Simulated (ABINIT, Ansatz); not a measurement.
# A GW chain in ABINIT: MgZrF6 (Fm-3m), part 3 of 3

Aim: the G0W0 gap of MgZrF6 (Fm-3m) on LDA, step by step.

ABINIT 10.8.3; LDA and many-body steps on it, plane waves. Known limits of the many-body steps: not at the basis limit; no spin-orbit coupling; coarse k mesh.

So far. Step 4 (Empty states on the mesh, 2×2×2 mesh, 260 bands): On this mesh the gap is 6.824 eV. Step 5 (Screening, 2×2×2 mesh, 238 bands, screening to 176.9 eV): Local fields lower ε∞ by 10 %. On a Γ-centred mesh this coarse the value itself is usually too large, while a short band sum pulls it down.

### 6. Self-energy, 2×2×2 mesh, 238 bands, screening to 176.9 eV

The self-energy is evaluated for the states that the input lists, and the levels follow from it, in one-shot runs by the linearised quasiparticle equation.

This step: G0W0 on LDA, plane waves, norm-conserving pseudopotentials.

The input, run.abi:

```
acell 3*1.0 Angstrom
rprim 
  0.000000000000 3.988016550000 3.988016550000
  3.988016550000 0.000000000000 3.988016550000
  3.988016550000 3.988016550000 -0.000000000000
ntypat 3
znucl 12 40 9
natom 8
typat 1 2 3 3 3 3 3 3
xred 
  0.500000000000 0.500000000000 0.500000000000
  0.000000000000 0.000000000000 0.000000000000
  0.747623080000 0.252376920000 0.252376920000
  0.252376920000 0.747623080000 0.747623080000
  0.252376920000 0.747623080000 0.252376920000
  0.747623080000 0.252376920000 0.747623080000
  0.252376920000 0.252376920000 0.747623080000
  0.747623080000 0.747623080000 0.252376920000
pp_dirpath "pseudos"
pseudos "Mg.upf, Zr.upf, F.upf"
ecut 38
ngkpt 2 2 2
nshiftk 1
shiftk 0 0 0
kptopt 1
chksymbreak 0
istwfk *1
occopt 1
irdwfk 1
optdriver 4
nband 238
gwcalctyp 0
ecutsigx 38
symsigma 1
nkptgw 1
kptgw 
  0.0000000000 0.0000000000 0.0000000000
bdgw 
  30 35
ecuteps 6.5
irdscr 1
ppmodel 1
indata_prefix "in"
outdata_prefix "out"
tmpdata_prefix "tmp"
```

On the command line:

```bash
OMP_NUM_THREADS=1 mpirun -n 4 abinit run.abi > log
```

Numbers of over 12 decimals in the logs are rounded to 6 here.

What it wrote:

```text
.Version 10.8.3 of ABINIT. v10.8.2 released Aug 2026.

 Symmetries : space group Fm -3 m (#225); Bravais cF (face-center cubic)
[... echo of the input left out ...]
== DATASET  1 ==================================================================
-   mpi_nproc: 4, omp_nthreads: 1 (-1 if OMP is not activated)

--- !DatasetInfo
iteration_state: {dtset: 1, }
dimensions: {natom: 8, nkpt: 3, mband: 238, nsppol: 1, nspinor: 1, nspden: 1, mpw: 9608, }
cutoff_energies: {ecut:  38.0, pawecutdg:  -1.0, }
electrons: {nelect:   6.40000000E+01, charge:   0.00000000E+00, occopt:   1.00000000E+00, tsmear:   1.00000000E-02, }

 SIGMA: Calculation of the GW corrections

 Based on a program developped by R.W. Godby, V. Olevano, G. Onida, and L. Reining.
 Incorporated in ABINIT by V. Olevano, G.-M. Rignanese, and M. Torrent.
.Using double precision arithmetic ; gwpc =  8

[... cell and pseudopotentials left out ...]
--------------------------------------------------------------------------------

 ==== K-mesh for the wavefunctions ====
 Number of points in the irreducible wedge :     3
[... list of points left out ...]
 Together with 48 symmetry operations and time-reversal symmetry
 yields     8 points in the full Brillouin Zone.

 ==== Q-mesh for screening function ====
 Number of points in the irreducible wedge :     3
[... list of points left out ...]
 Together with 48 symmetry operations and time-reversal symmetry
 yields     8 points in the full Brillouin Zone.

 vcoul_init : cutoff-mode = AUXILIARY_FUNCTION
 q-points for optical limit:   1
     1)      0.000010    0.000020    0.000030
 setmesh: FFT mesh size selected  =    60x   60x   60
          total number of points  =       216000

 Number of electrons calculated from density =   64.0000; Expected =   64.0000
 average of density, n =  0.074762
 r_s =    1.4726
 omega_plasma =   26.3753 [eV]

 === KS Band Gaps ===
  >>>> For spin  1
   Minimum direct gap =   6.8236 [eV], located at k-point      :   0.0000  0.0000  0.0000
   Fundamental gap    =   6.8236 [eV], Top of valence bands at :   0.0000  0.0000  0.0000
                                       Bottom of conduction at :   0.0000  0.0000  0.0000
 SIGMA fundamental parameters:
 PLASMON POLE MODEL  1
 number of plane-waves for SigmaX                 9577
 number of plane-waves for SigmaC and W            645
 number of plane-waves for wavefunctions          9577
 number of bands                                   238
 number of independent spin polarizations            1
 number of spinorial components                      1
 number of k-points in IBZ                           3
 number of q-points in IBZ                           3
 number of symmetry operations                      48
 number of k-points in BZ                            8
 number of q-points in BZ                            8
 number of frequencies for dSigma/dE                 9
 frequency step for dSigma/dE [eV]                0.25
 number of omega for Sigma on real axis              0
 max omega for Sigma on real axis  [eV]           0.00
 zcut for avoiding poles [eV]                     0.10

 EPSILON^-1 parameters (SCR file):
 dimension of the eps^-1 matrix on file            645
 dimension of the eps^-1 matrix used               645
 number of plane-waves for wavefunctions          9577
 number of bands                                   238
 number of q-points in IBZ                           3
 number of frequencies                               2
 number of real frequencies                          1
 number of imag frequencies                          1

 matrix elements of self-energy operator (all in [eV])

 Perturbative Calculation

--- !SelfEnergy_ee
iteration_state: {dtset: 1, }
kpoint     : [   0.000,    0.000,    0.000, ]
spin       : 1
KS_gap     :    6.824
QP_gap     :   11.590
Delta_QP_KS:    4.767
data: !SigmaeeData |
     Band     E0 <VxcDFT>   SigX SigC(E0)      Z dSigC/dE  Sig(E)    E-E0       E
       30  -2.402 -22.743 -30.118   5.091   0.809  -0.235 -24.592  -1.849  -4.251
       31  -2.402 -22.743 -30.118   5.091   0.809  -0.235 -24.592  -1.849  -4.251
       32  -2.402 -22.743 -30.118   5.091   0.809  -0.235 -24.592  -1.849  -4.251
       33   4.421 -16.374  -9.744  -3.251   0.863  -0.158 -13.457   2.918   7.339
       34   4.421 -16.374  -9.744  -3.251   0.863  -0.158 -13.457   2.918   7.339
       35   4.421 -16.374  -9.744  -3.251   0.863  -0.158 -13.457   2.918   7.339

== END DATASET(S) ==============================================================
================================================================================

 -outvars: echo values of variables after computation  --------
           etotal      0.0000000000E+00
            nband         238
             nkpt           3
          spgroup         225
 [... the other variables as echoed above ...]

 Calculation completed.
```

The job ended after 26 s (4 MPI ranks of Arm Neoverse V1, shared host; peak memory 2 GiB; 1.7 min of CPU time).

This step gave:

```
G0W0 gap on the points computed              : 11.59 eV
starting gap on the mesh                     : 6.824 eV
k of the valence top                         : 0, 0, 0
k of the conduction bottom                   : 0, 0, 0
Z at the valence top                         : 0.809
Z at the conduction bottom                   : 0.863
least direct G0W0 gap on the computed points : 11.59 eV
```

The gap on the mesh goes from 6.82 eV to 11.59 eV, a correction of +4.77 eV.

Limits: finite bands, cutoff and mesh; no spin-orbit coupling; coarse k mesh. v1 is the top filled band, c1 the lowest empty one. The levels before and after the correction (eV, zero at the valence-band top of each column):

```tsv
	conduction bottom	valence top
Kohn-Sham	6.82	0.00
G0W0	11.59	0.00
```

```tsv
	level	energy (eV)
Kohn-Sham	Γ v3-v1	0.000
Kohn-Sham	Γ c1-c3	6.824
G0W0	Γ v3-v1	0.000
G0W0	Γ c1-c3	11.590
```

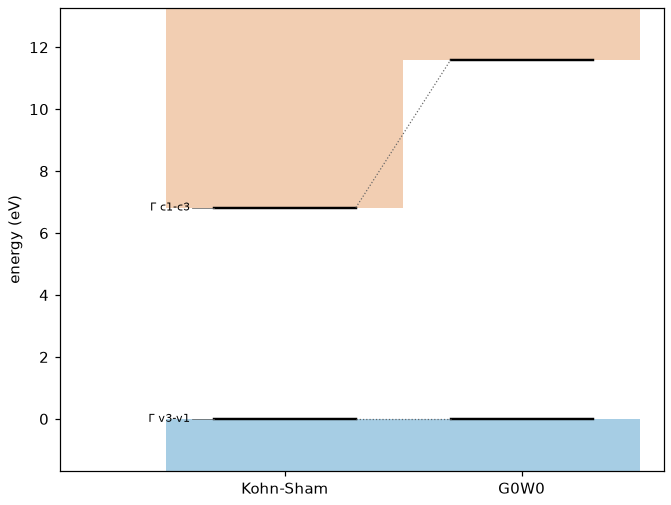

Levels before and after the correction. Shaded: valence and conduction bands.

### 7. Where the time went

Times are wall times on 4 MPI ranks of Arm Neoverse V1, shared host, good to a factor of about two.

```tsv
step	time	share	memory (GiB)
ground state	44 s	12 %	0.49
bands along the symmetry lines	68 s	19 %	0.49
empty states on the mesh	2.3 min	38 %	0.48
screening	83 s	23 %	2.3
self-energy	26 s	7 %	2.0
```

### 8. Summary of results

```json
{
 "LDA gap": "6.82 eV, direct",
 "G0W0 gap on the mesh": "11.59 eV",
 "GW settings": "2×2×2 mesh, 238 bands, screening to 176.9 eV, Godby-Needs plasmon pole",
 "known limits": "not at the basis limit; no spin-orbit coupling; coarse k mesh"
}
```

In words: G0W0 moves the gap on the mesh from 6.82 eV to 11.59 eV (+4.77 eV), with Z of 0.81 and 0.86 at the edges. Local fields lower the RPA ε∞ on this mesh from 2.23 to 2.01; a Γ-centred mesh this coarse tends to raise both, most where the direct gap is narrow, while a short band sum lowers them. Only 1 of the mesh's irreducible points was corrected, so a valley elsewhere could overtake. The dearest step here is «empty states on the mesh». Bands and cutoff are finite, so the gap is not at the basis limit. The miss can reach some tenths of an eV and take either sign; the mesh is an error of its own. In the G0W0 run levels were corrected at 1 k point alone, so a gap called «on the mesh» is the least over those, and an edge elsewhere would be missed. The 2×2×2 mesh is coarse for this cell, which bears on the long-range parts of exchange and screening. The many-body steps are scalar-relativistic: spin-orbit coupling is not in them.

[Paths, hosts, dates, memory and timing lines, banners, echoed tables and standing remarks are left out of the program output.]

[Logs are printed without paths, hosts, clocks, repeated set-up lines and the standing remarks that a program may print on its own settings, such as how far it seeks lower states.]

[Runs of the session that timed out or met a known fault of the program may be left out.]

[Hosts, paths, dates, database ids (printed as entryN), source tags and the programs' standing remarks are cut or masked in the printed files.]

[G0W0 gaps are taken among the corrected bands and points alone; a level outside them can change the order at an edge.]

[Where Ansatz stands beside ABINIT at settings called matched, ABINIT's density can come from a denser mesh and the files from another edition; pairs whose starting gaps differed by over 0.03 eV were left out, so agreement reads better than it is.]
